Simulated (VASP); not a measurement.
# ScF3 under strain, part 2 of 4

Aim: follow the gap and pressure of ScF3 through compression, expansion and shear. All runs use LDA. The start is a cell from a database of measured crystal structures.

VASP 6.6.1; LDA; plane waves and PAW (Sc_sv, F).

So far, least gap on mesh and path (eV): step 3 (bands, cell as listed) 6.18.

**4. Bands, volume times 1.04**

The cell is expanded evenly, with fractional positions held.

INCAR reads:

```
SYSTEM = ScF3
PREC = Accurate
ENCUT = 520
EDIFF = 1E-06
NELM = 100
ISMEAR = -1
SIGMA = 0.05
LREAL = .FALSE.
ALGO = Normal
GGA = CA
NBANDS = 30
LASPH = .TRUE.
LORBIT = 11
LWAVE = .FALSE.
LCHARG = .FALSE.
KPAR = 4
```

POSCAR reads:

```
ScF3
1.0
    4.0652514499      0.0000000000      0.0000000000
    0.0000000000      4.0652514499      0.0000000000
    0.0000000000      0.0000000000      4.0652514499
Sc F
1 3
Direct
    0.0000000000      0.0000000000      0.0000000000
    0.5000000000      0.0000000000      0.0000000000
    0.0000000000      0.5000000000      0.0000000000
    0.0000000000      0.0000000000      0.5000000000
```

KPOINTS reads:

```
Automatic mesh
0
Gamma
6 6 6
0 0 0
```

KPOINTS_OPT reads:

```
Line mode
16
Line-mode
Reciprocal
  0.00000000   0.00000000   0.00000000 GAMMA
  0.00000000   0.50000000   0.00000000 X

  0.00000000   0.50000000   0.00000000 X
  0.50000000   0.50000000   0.00000000 M

  0.50000000   0.50000000   0.00000000 M
  0.00000000   0.00000000   0.00000000 GAMMA

  0.00000000   0.00000000   0.00000000 GAMMA
  0.50000000   0.50000000   0.50000000 R

  0.50000000   0.50000000   0.50000000 R
  0.00000000   0.50000000   0.00000000 X

  0.50000000   0.50000000   0.00000000 M
  0.50000000   0.50000000   0.50000000 R
```

Potentials, in the order of the species: Sc_sv and F (LDA family, release 64).

Started as:

```
$ mpirun -np 4 vasp_std
```

What it wrote:

```text
[... set-up lines as in an earlier step ...]
 entering main loop
       N       E                     dE             d eps       ncg     rms          rms(c)
DAV:   1     0.376151828632E+03    0.37615E+03   -0.14661E+04  1208   0.110E+03
DAV:   2     0.124469690507E+01   -0.37491E+03   -0.33950E+03  1316   0.354E+02
DAV:   3    -0.332820288023E+02   -0.34527E+02   -0.33939E+02  1726   0.124E+02
DAV:   4    -0.341176953638E+02   -0.83567E+00   -0.83478E+00  1488   0.194E+01
DAV:   5    -0.341398509215E+02   -0.22156E-01   -0.22155E-01  1548   0.296E+00    0.154E+01
DAV:   6    -0.297399407570E+02    0.43999E+01   -0.83394E+00  1826   0.385E+01    0.683E+00
DAV:   7    -0.295889838589E+02    0.15096E+00   -0.65476E-01  1624   0.516E+00    0.385E+00
DAV:   8    -0.295214955031E+02    0.67488E-01   -0.16726E-01  1842   0.471E+00    0.557E-01
DAV:   9    -0.295223590017E+02   -0.86350E-03   -0.65866E-02  1740   0.205E+00    0.836E-01
DAV:  10    -0.295176914002E+02    0.46676E-02   -0.12942E-02  1418   0.743E-01    0.132E-01
DAV:  11    -0.295179357416E+02   -0.24434E-03   -0.56110E-04  1644   0.378E-01    0.105E-01
DAV:  12    -0.295178613704E+02    0.74371E-04   -0.15131E-04  1616   0.252E-01    0.214E-02
DAV:  13    -0.295178567587E+02    0.46117E-05   -0.19815E-05  1618   0.854E-02    0.253E-02
DAV:  14    -0.295178539976E+02    0.27610E-05   -0.11133E-05  1540   0.455E-02    0.216E-03
DAV:  15    -0.295178540433E+02   -0.45643E-07   -0.41659E-07  1018   0.584E-03
   1 F= -.29517854E+02 E0= -.29517854E+02  d E =-.137425E-11
 Start KPOINTS_OPT (optional k-point list driver)
k-point batch [1-20\96]
       N       E                     dE             ncg
DAV:   1    -0.231561834672E+04   -0.11318E+05     1208
DAV:   2    -0.936267606017E+04   -0.70471E+04     1232
DAV:   3    -0.100508289260E+05   -0.68815E+03     1560
DAV:   4    -0.100729419793E+05   -0.22113E+02     1424
DAV:   5    -0.100734744693E+05   -0.53249E+00     1604
DAV:   6    -0.100734821114E+05   -0.76420E-02     1500
DAV:   7    -0.100734822931E+05   -0.18171E-03     1516
DAV:   8    -0.100734823028E+05   -0.97050E-05      978
DAV:   9    -0.100734823034E+05   -0.57465E-06     1002
[...]
k-point batch [81-96\96]
       N       E                     dE             ncg
DAV:   1     0.989453831569E+03   -0.20510E+05      968
DAV:   2    -0.457775051575E+04   -0.55672E+04     1022
DAV:   3    -0.509009656665E+04   -0.51235E+03     1236
DAV:   4    -0.510536169425E+04   -0.15265E+02     1134
DAV:   5    -0.510569126428E+04   -0.32957E+00     1224
DAV:   6    -0.510569804628E+04   -0.67820E-02     1252
DAV:   7    -0.510569818662E+04   -0.14034E-03     1128
DAV:   8    -0.510569819234E+04   -0.57199E-05      766
DAV:   9    -0.510569819262E+04   -0.28384E-06      730
```

Elapsed: 13 s, on 4 MPI ranks of Intel Xeon 6975P-C (Granite Rapids), shared host; peak memory 0.71 GiB.

Parts of OUTCAR (step 4):

```text
  LATTYP: Found a simple cubic cell.
 ALAT       =     4.0652514499

The static configuration has the point symmetry O_h .

 Found     20 irreducible k-points:

   ENCUT  =  520.0 eV  38.22 Ry    6.18 a.u.   7.56  7.56  7.56*2*pi/ulx,y,z

   NELECT =      32.0000    total number of electrons

 E-fermi :  -2.7177

 k-point     1 :       0.0000    0.0000    0.0000
  band No.  band energies     occupation
    ...
     12      -4.5838      2.00000
     13      -4.5838      2.00000
     14      -4.5566      2.00000
     15      -4.5566      2.00000
     16      -4.5566      2.00000
     17       1.9526      0.00000
     18       1.9526      0.00000
     19       1.9526      0.00000
     20       3.4797      0.00000
     21       3.5599      0.00000
    ...

 k-point     2 :       0.1667    0.0000    0.0000
  band No.  band energies     occupation
    ...
     12      -4.7039      2.00000
     13      -4.7039      2.00000
     14      -4.6133      2.00000
     15      -4.5642      2.00000
     16      -4.5642      2.00000
     17       1.9618      0.00000
     18       2.1672      0.00000
     19       2.1672      0.00000
     20       3.5669      0.00000
     21       3.7612      0.00000
    ...

  Total       -2.4190985     -2.4190985     -2.4190985      0.0000000      0.0000000     -0.0000000
  in kB      -57.6901806    -57.6901806    -57.6901806      0.0000000      0.0000000     -0.0000000
  external PRESSURE =     -57.6901806 kB  Pullay stress =       0.0000000 kB

  energy-cutoff  :      520.00
  volume of cell :       67.18
      direct lattice vectors                 reciprocal lattice vectors
     4.065251450  0.000000000  0.000000000     0.245987244  0.000000000  0.000000000
     0.000000000  4.065251450  0.000000000     0.000000000  0.245987244  0.000000000
     0.000000000  0.000000000  4.065251450     0.000000000  0.000000000  0.245987244

 POSITION                                       TOTAL-FORCE (eV/Angst)
 -----------------------------------------------------------------------------------
      0.00000      0.00000      0.00000         0.000000      0.000000      0.000000
      2.03263      0.00000      0.00000         0.000000      0.000000      0.000000
      0.00000      2.03263      0.00000         0.000000      0.000000      0.000000
      0.00000      0.00000      2.03263         0.000000      0.000000      0.000000
 -----------------------------------------------------------------------------------
    total drift:                                0.000000      0.000000      0.000000

  FREE ENERGIE OF THE ION-ELECTRON SYSTEM (eV)
  ---------------------------------------------------
  free  energy   TOTEN  =       -29.5178540433 eV

  energy  without entropy=      -29.5178540433  energy(sigma->0) =      -29.51785404

 total charge
# of ion       s       p       d       tot
------------------------------------------
    1        2.190   6.246   0.931   9.367
    2        1.727   4.360   0.000   6.088
    3        1.727   4.360   0.000   6.088
    4        1.727   4.360   0.000   6.088
--------------------------------------------------
tot          7.371  19.327   0.931  27.630

[... 4 parts as in an earlier step ...]

[... 6 further parts left out ...]
```

This step gave:

- free energy (TOTEN): -29.52 eV
- Fermi energy: -2.718 eV
- pressure: -5.769 GPa
- least gap on mesh and path: 5.985 eV
- least direct gap on mesh and path: 6.509 eV

Electronic bands along the path, in eV, zero at the valence-band top; v1 is the highest filled band, c1 the lowest empty one:

```
    point     v4     v3     v2     v1    c1    c2    c3     c4
        Γ  -0.55  -0.52  -0.52  -0.52  5.98  5.98  5.98   7.51
        X  -1.11  -0.67  -0.53  -0.53  6.02  6.84  6.84   7.62
        M  -1.09  -0.91  -0.91   0.00  6.87  6.87  7.48   8.23
        Γ  -0.55  -0.52  -0.52  -0.52  5.98  5.98  5.98   7.51
        R  -2.17   0.00   0.00   0.00  7.52  7.52  7.52  10.28
        X  -1.11  -0.67  -0.53  -0.53  6.02  6.84  6.84   7.62
jump to M  -1.09  -0.91  -0.91   0.00  6.87  6.87  7.48   8.23
        R  -2.17   0.00   0.00   0.00  7.52  7.52  7.52  10.28
```

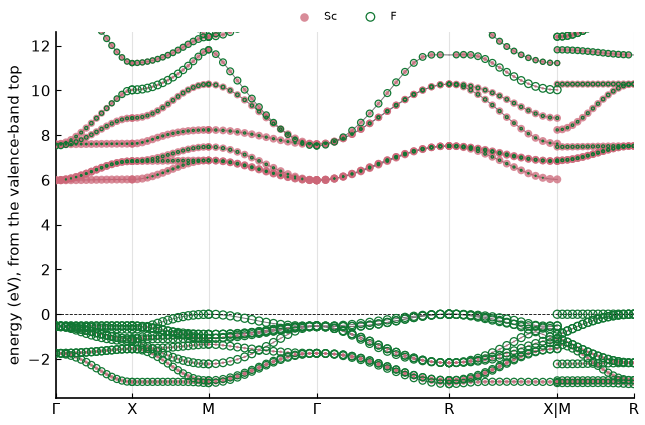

Electronic bands along the path; dots are coloured as in the legend, and their area grows with the weight.

The gap is 5.98 eV, indirect, from R to Γ. That is -0.20 eV from the cell as listed. The pressure is -5.77 GPa.

**5. Bands, volume times 1.08**

The cell is expanded evenly, with fractional positions held.

INCAR is that of step 4.

POSCAR reads:

```
ScF3
1.0
    4.1167157923      0.0000000000      0.0000000000
    0.0000000000      4.1167157923      0.0000000000
    0.0000000000      0.0000000000      4.1167157923
Sc F
1 3
Direct
    0.0000000000      0.0000000000      0.0000000000
    0.5000000000      0.0000000000      0.0000000000
    0.0000000000      0.5000000000      0.0000000000
    0.0000000000      0.0000000000      0.5000000000
```

KPOINTS is that of step 4.

KPOINTS_OPT is that of step 4.

Started as:

```
$ mpirun -np 4 vasp_std
```

What it wrote:

```text
[... set-up lines as in an earlier step ...]
 entering main loop
       N       E                     dE             d eps       ncg     rms          rms(c)
DAV:   1     0.375767845674E+03    0.37577E+03   -0.14640E+04  1216   0.110E+03
DAV:   2     0.172069639840E+01   -0.37405E+03   -0.33714E+03  1322   0.361E+02
DAV:   3    -0.331365221604E+02   -0.34857E+02   -0.34185E+02  1678   0.122E+02
DAV:   4    -0.341514886750E+02   -0.10150E+01   -0.10140E+01  1556   0.220E+01
DAV:   5    -0.341765304831E+02   -0.25042E-01   -0.25040E-01  1484   0.303E+00    0.147E+01
DAV:   6    -0.296574447408E+02    0.45191E+01   -0.85199E+00  1826   0.386E+01    0.635E+00
DAV:   7    -0.294849938046E+02    0.17245E+00   -0.67054E-01  1658   0.527E+00    0.356E+00
DAV:   8    -0.294100695979E+02    0.74924E-01   -0.18478E-01  1842   0.493E+00    0.565E-01
DAV:   9    -0.294109871371E+02   -0.91754E-03   -0.68138E-02  1780   0.216E+00    0.825E-01
DAV:  10    -0.294061442743E+02    0.48429E-02   -0.13127E-02  1412   0.771E-01    0.134E-01
DAV:  11    -0.294063833966E+02   -0.23912E-03   -0.56832E-04  1644   0.377E-01    0.934E-02
DAV:  12    -0.294063086878E+02    0.74709E-04   -0.17166E-04  1570   0.260E-01    0.227E-02
DAV:  13    -0.294062998217E+02    0.88661E-05   -0.20042E-05  1612   0.823E-02    0.202E-02
DAV:  14    -0.294062982649E+02    0.15569E-05   -0.12060E-05  1562   0.341E-02    0.249E-03
DAV:  15    -0.294062982689E+02   -0.39759E-08   -0.46096E-07   982   0.555E-03
   1 F= -.29406298E+02 E0= -.29406298E+02  d E =-.429359E-11
 Start KPOINTS_OPT (optional k-point list driver)
k-point batch [1-20\96]
       N       E                     dE             ncg
DAV:   1    -0.264752241090E+04   -0.11704E+05     1224
DAV:   2    -0.950643688650E+04   -0.68589E+04     1248
DAV:   3    -0.101745897788E+05   -0.66815E+03     1592
DAV:   4    -0.101941721665E+05   -0.19582E+02     1404
DAV:   5    -0.101946883647E+05   -0.51620E+00     1564
DAV:   6    -0.101947043195E+05   -0.15955E-01     1514
DAV:   7    -0.101947046487E+05   -0.32926E-03     1564
DAV:   8    -0.101947046649E+05   -0.16196E-04     1038
DAV:   9    -0.101947046660E+05   -0.10101E-05      966
DAV:  10    -0.101947046660E+05   -0.72960E-07      804
[...]
k-point batch [81-96\96]
       N       E                     dE             ncg
DAV:   1     0.981628066710E+03   -0.19972E+05      960
DAV:   2    -0.468207646444E+04   -0.56637E+04     1008
DAV:   3    -0.523161236822E+04   -0.54954E+03     1218
DAV:   4    -0.524850778952E+04   -0.16895E+02     1092
DAV:   5    -0.524889148617E+04   -0.38370E+00     1218
DAV:   6    -0.524890595348E+04   -0.14467E-01     1238
DAV:   7    -0.524890610785E+04   -0.15437E-03     1154
DAV:   8    -0.524890611408E+04   -0.62246E-05      746
DAV:   9    -0.524890611447E+04   -0.39741E-06      770
```

Run time: 11 s. Hardware: 4 MPI ranks; peak memory 0.75 GiB; 42 s of CPU time.

From OUTCAR (step 5):

```text
   ENCUT  =  520.0 eV  38.22 Ry    6.18 a.u.   7.65  7.65  7.65*2*pi/ulx,y,z

   NELECT =      32.0000    total number of electrons

 E-fermi :  -2.9300

 k-point     1 :       0.0000    0.0000    0.0000
  band No.  band energies     occupation
    ...
     12      -4.7077      2.00000
     13      -4.7077      2.00000
     14      -4.7022      2.00000
     15      -4.7022      2.00000
     16      -4.7022      2.00000
     17       1.6016      0.00000
     18       1.6016      0.00000
     19       1.6016      0.00000
     20       3.0653      0.00000
     21       3.0653      0.00000
    ...

  Total       -3.7227314     -3.7227314     -3.7227314      0.0000000     -0.0000000      0.0000000
  in kB      -85.4908479    -85.4908479    -85.4908479      0.0000000     -0.0000000      0.0000000
  external PRESSURE =     -85.4908479 kB  Pullay stress =       0.0000000 kB

 POSITION                                       TOTAL-FORCE (eV/Angst)
 -----------------------------------------------------------------------------------
      0.00000      0.00000      0.00000         0.000000      0.000000      0.000000
      2.05836      0.00000      0.00000         0.000000      0.000000      0.000000
      0.00000      2.05836      0.00000         0.000000      0.000000      0.000000
      0.00000      0.00000      2.05836         0.000000      0.000000      0.000000
 -----------------------------------------------------------------------------------
    total drift:                                0.000000      0.000000     -0.000000

  FREE ENERGIE OF THE ION-ELECTRON SYSTEM (eV)
  ---------------------------------------------------
  free  energy   TOTEN  =       -29.4062982689 eV

  energy  without entropy=      -29.4062982688  energy(sigma->0) =      -29.40629827

[... 3 parts as in an earlier step ...]

[... 13 further parts left out ...]
```

Numbers from this step:

| Property | Result |
| --- | --- |
| free energy (TOTEN) | -29.41 eV |
| Fermi energy | -2.93 eV |
| pressure | -8.549 GPa |
| least gap on mesh and path | 5.790 eV |
| least direct gap on mesh and path | 6.304 eV |

Electronic bands along the path, in eV, zero at the valence-band top; v1 is the highest filled band, c1 the lowest empty one:

```
    point     v4     v3     v2     v1    c1    c2    c3    c4
        Γ  -0.52  -0.51  -0.51  -0.51  5.79  5.79  5.79  7.25
        X  -1.04  -0.63  -0.51  -0.51  5.82  6.58  6.58  7.28
        M  -1.02  -0.85  -0.85   0.00  6.61  6.61  7.17  7.86
        Γ  -0.52  -0.51  -0.51  -0.51  5.79  5.79  5.79  7.25
        R  -2.05   0.00   0.00   0.00  7.21  7.21  7.21  9.82
        X  -1.04  -0.63  -0.51  -0.51  5.82  6.58  6.58  7.28
jump to M  -1.02  -0.85  -0.85   0.00  6.61  6.61  7.17  7.86
        R  -2.05   0.00   0.00   0.00  7.21  7.21  7.21  9.82
```

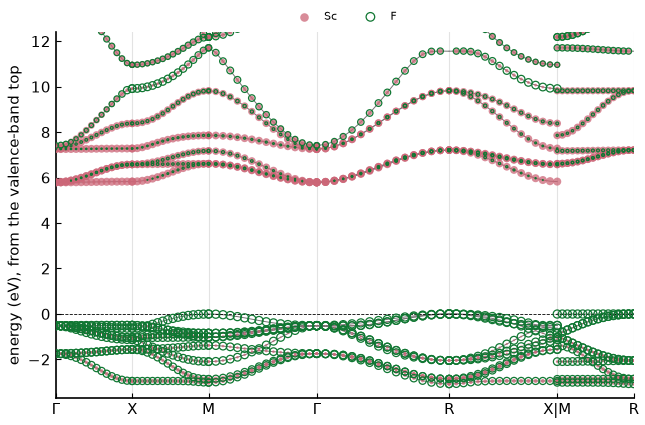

Electronic bands along the path; dots are coloured as in the legend, and their area grows with the weight.

The gap is 5.79 eV, indirect, from R to Γ. That is -0.39 eV from the cell as listed. The pressure is -8.55 GPa.

(Continued in part 3 of 4.)

[Lines on the potential files, build, host, timing and source positions are cut from VASP's logs without a mark.]

[Logs are printed without paths, hosts, clocks, repeated set-up lines and the standing remarks that a program may print on its own settings, such as how far it seeks lower states.]

[Hosts, paths, dates, database ids (printed as entryN), source tags and the programs' standing remarks are cut or masked in the printed files.]

[A measured line is paired with the nearest computed mode of its activity, which favours agreement.]
